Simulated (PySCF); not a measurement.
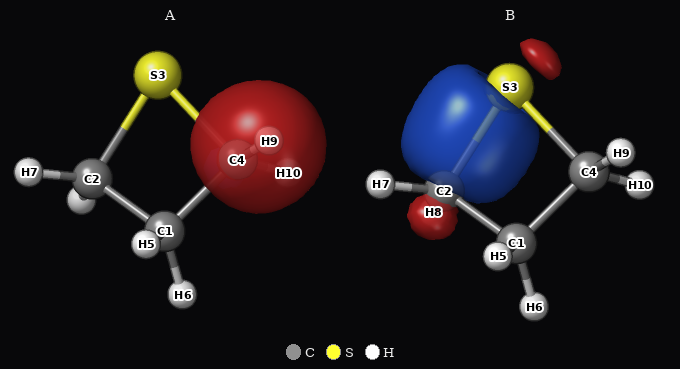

*C₃H₆S, SMILES `C1CSC1`. Intrinsic bond orbitals (IBO), occupied; each surface holds about 80 % of the orbital's density. Energies are diagonal elements of the Fock matrix.*

Method: PBE0/def2-SVP; geometry: GFN2-xTB; program: PySCF. No frequency check shows the geometry to be a minimum. GFN2-xTB bond lengths at metals and heavier atoms can be off by up to 0.1 Å and shapes distorted, which carries into these values.

> What does each orbital represent in a Lewis picture?

By panel:
- A: σ bond C4–H9 (C4 58 %, H9 42 %; −13.8 eV)
- B: σ bond S3–C2 (S3 50 %, C2 49 %; −13.7 eV)

> How do all the valence pairs divide up?

12 pairs: 10 σ bonds and 2 lone pairs.

Cost of the run: 23 s on 1 thread of Intel(R) Xeon(R) Processor @ 2.50GHz (Skylake/Cascade Lake), on a shared host, peak memory 0.4 GiB.
